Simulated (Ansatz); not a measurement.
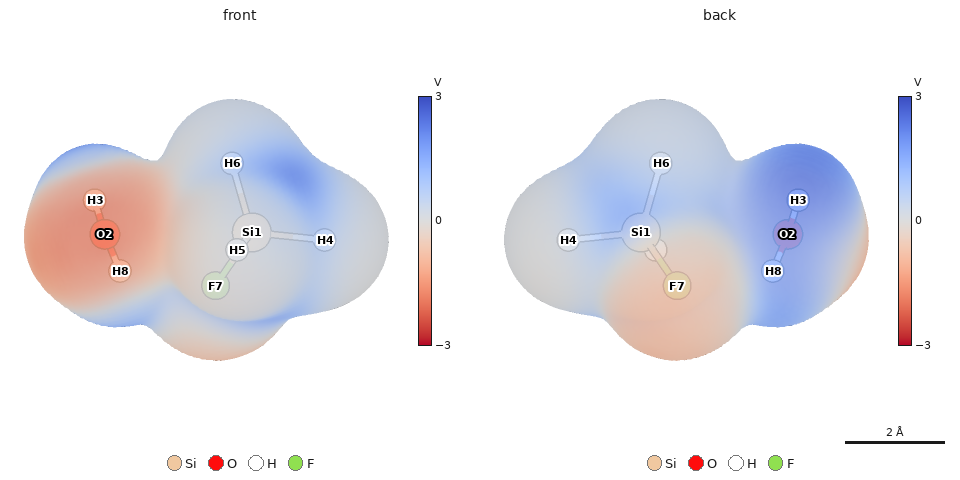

The picture shows: FH3Si···H2O. The electrostatic potential painted on the density surface at 0.002 e/bohr³, seen from the front and from behind; red is negative and blue positive.

Theory: Ansatz 0.2.0, RKS BLYP-D4/def2-SVP.

Input file:

```
crystal:
  periodic: [false, false, false]
  atoms:
    - { symbol: Si, position_ang: [0.375619, -0.212538, -0.395217] }
    - { symbol: O, position_ang: [-0.548192, -0.130438, 2.333574] }
    - { symbol: H, position_ang: [-1.151714, -0.893875, 2.450179] }
    - { symbol: H, position_ang: [1.025059, -0.313604, -1.747715] }
    - { symbol: H, position_ang: [0.272376, 1.226203, -0.016898] }
    - { symbol: H, position_ang: [-0.950137, -0.900368, -0.468449] }
    - { symbol: F, position_ang: [1.371728, -1.008771, 0.611828] }
    - { symbol: H, position_ang: [0.346162, -0.55221, 2.409598] }
basis:
  gaussian: { orbitals: def2-SVP }
hamiltonian:
  xc: blyp
  dispersion: d4
relax:
  f_tol: 0.03
  max_steps: 50
output:
  orbitals: {}
```

Launched as:

```sh
ansatz run input.yaml --threads 1 --pin off --max-ram 2048MiB --backend cpu --events-out ev --progress --plain --runs-dir out
```

The fields are those of the run's last geometry, not of the input's.

Where is the surface potential most negative and most positive?

The most negative region (about −1.6 V) lies over O2, the most positive (about +2.1 V) over H3. O2 is the likeliest acceptor of a hydrogen bond.
